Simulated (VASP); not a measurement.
Band structure of HfSi (relaxed from the NiAs type structure, space group P6_3/mmc). All values below come from PBEsol GGA, VASP's PBE PAW potentials (set 64) (plane waves; VASP).

Unless said otherwise, spin-orbit coupling is left out, though it shifts the bands of the heavy elements here.

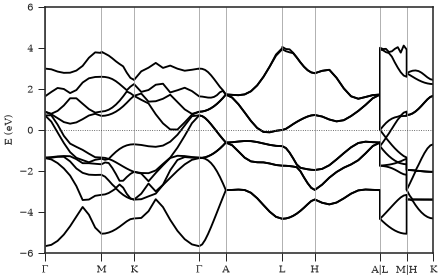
Bands along high-symmetry lines, zero at the valence-band maximum or, without a gap, the Fermi level

Q: Read the plot: is there a gap, and where are the band edges?

A: It has no gap at this level: it comes out as a metal or semimetal. (Edges off the drawn lines would not show.)

The structure was generated: HfSi was put into the NiAs type type (P6_3/mmc), which need not be its known phase. It was relaxed first, which changed the volume by -32 %.
